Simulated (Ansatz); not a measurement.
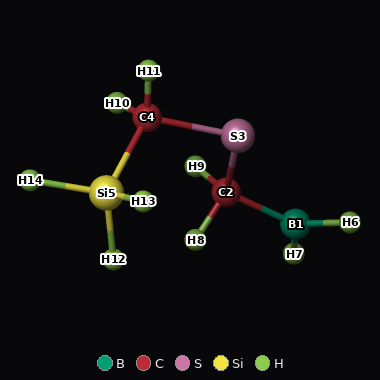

The system is C₂H₉BSSi, SMILES BCSC[SiH3]; the picture shows the reference structure. Coordinates scanned: (1) angle C2–S3–C4; (2) change of the bonds S3–C2, S3–C4, all alike. Nothing is relaxed (all other coordinates rigid). The grid has 9 × 9 points. Points are written as (first, second). Energies: kcal/mol, counted from the lowest grid point. The calculation used RKS PBE0-D4/def2-SVP in Ansatz.

Its coordinates:

```yaml
atoms:
  - { symbol: B, position_ang: [-1.5356, 2.1092, 1.0703] }
  - { symbol: C, position_ang: [-1.0997, 0.8118, 0.3296] }
  - { symbol: S, position_ang: [-0.1073, -0.3158, 1.3267] }
  - { symbol: C, position_ang: [0.3378, -1.5774, 0.0914] }
  - { symbol: Si, position_ang: [1.7528, -0.9959, -1.0185] }
  - { symbol: H, position_ang: [-1.0380, 2.4522, 2.1167] }
  - { symbol: H, position_ang: [-2.3647, 2.8188, 0.5484] }
  - { symbol: H, position_ang: [-0.5135, 1.2089, -0.5294] }
  - { symbol: H, position_ang: [-1.9658, 0.2996, -0.1272] }
  - { symbol: H, position_ang: [-0.5565, -1.8827, -0.4774] }
  - { symbol: H, position_ang: [0.6621, -2.4625, 0.6624] }
  - { symbol: H, position_ang: [1.4048, 0.3127, -1.6532] }
  - { symbol: H, position_ang: [2.9877, -0.8244, -0.1990] }
  - { symbol: H, position_ang: [2.0231, -1.9838, -2.1118] }
```

Range: angle C2–S3–C4 from 56.1 to 146.1°; change of the bonds S3–C2, S3–C4, all alike from −0.199 to 0.308 Å.

Predict the map.

The lowest grid point is at (101.1°, −0.009 Å). No other kind of well shows on this grid. The highest grid point, (56.1°, −0.199 Å), lies 311 kcal/mol above the lowest. Round the minimum the two coordinates are weakly coupled (coupling 0.14 in units of the two stiffnesses).

```tsv
second ↓, first →	56.1	67.4	78.6	89.9	101.1	112.4	123.6	134.9	146.1
0.308	113	55	36	29	29	32	38	47	58
0.245	118	51	28	21	20	23	30	39	51
0.181	127	50	23	13	12	15	22	32	45
0.118	140	51	19	8	6	9	16	27	40
0.054	158	56	18	4	1	4	12	23	37
−0.009	183	65	21	4	0	3	11	22	37
−0.072	215	80	28	8	3	5	13	25	41
−0.136	257	103	42	18	11	13	21	34	50
−0.199	311	136	64	36	27	28	36	49	65
```

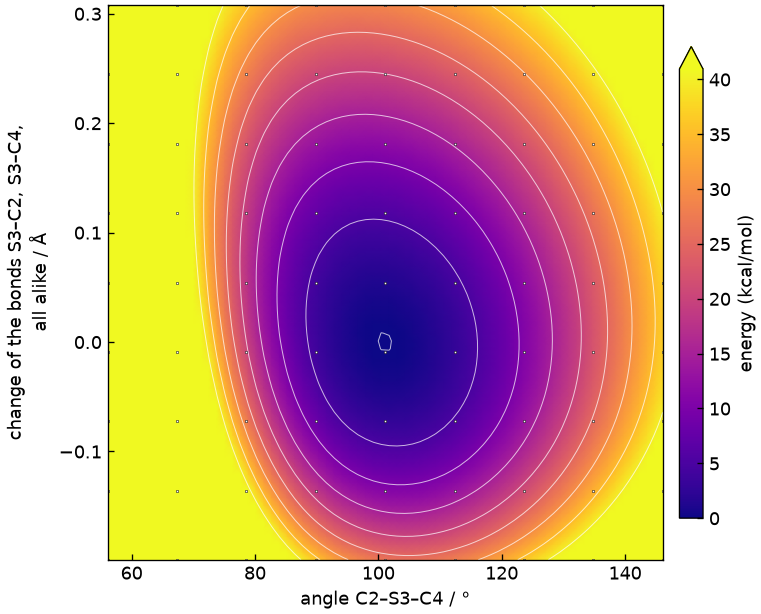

The picture shows a smooth colour map with a few white contour lines, dots at the grid points, one colour for all values above the top of the scale. Between grid points the surface is interpolated.

The whole map (81 points run) took 13 min on 1 thread of Arm Neoverse V1, on a shared host.
